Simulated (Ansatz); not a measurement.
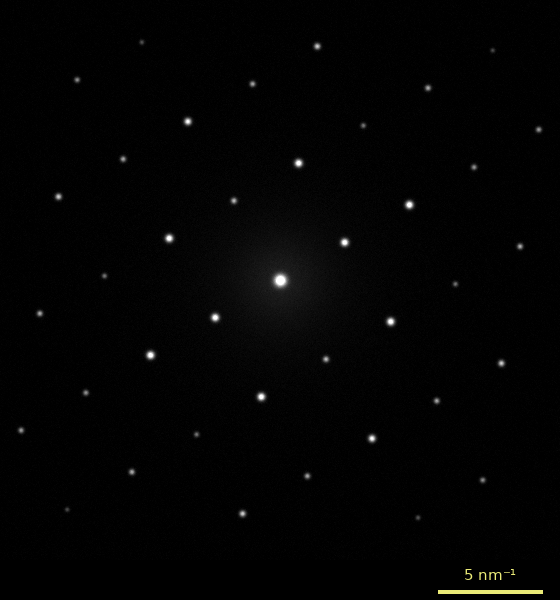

The pattern is a kinematic simulation for 300 kV electrons (no multiple scattering; isotropic B = 0.8 Å²).

Describe the geometry of this pattern.

The spots form a rectangular net whose two shortest vectors correspond to d = 2.77 Å and 2.26 Å, 90.0° apart.

What is the point symmetry of the pattern, intensities included?

2mm. A zero-layer kinematic pattern is always centrosymmetric (Friedel's law).

What was simulated?

This cannot be fixed from one zone alone; the pattern is [211] of ReF3, space group Pm-3m (No. 221), a = 3.92 Å. The net vectors are 0 -1 1 and -1 1 1. Structure: the input geometry of an electronic-structure calculation (not necessarily at equilibrium); the starting structure was generated, so it need not be a known form of this composition.
